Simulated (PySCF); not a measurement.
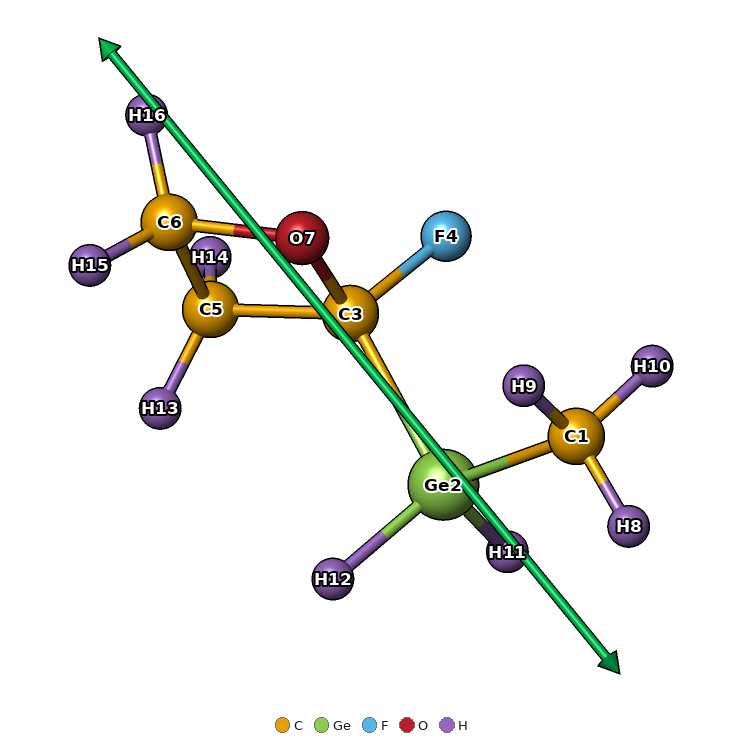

The double arrow shows the direction of the transition dipole to excited singlet state 5 (its length means nothing). The geometry was computed by an optimisation with GFN2-xTB. No frequency run is at hand to confirm it as a minimum. Level of theory: TDDFT CAM-B3LYP/def2-SVPD, vertical, gas phase, core orbitals frozen in the response (PySCF 2.14.0).

Where does the transition lie, and how strong is it?

Answer. 8.26 eV (150 nm), oscillator strength 0.17, of mixed character, with the largest part HOMO → LUMO+4 (weight 0.21); transition dipole 2.35 D.

The geometry is semi-empirical. Around Ge such bond lengths and angles can be off by a tenth of an ångström or more and by several degrees, and values that hang on the shape move with them.
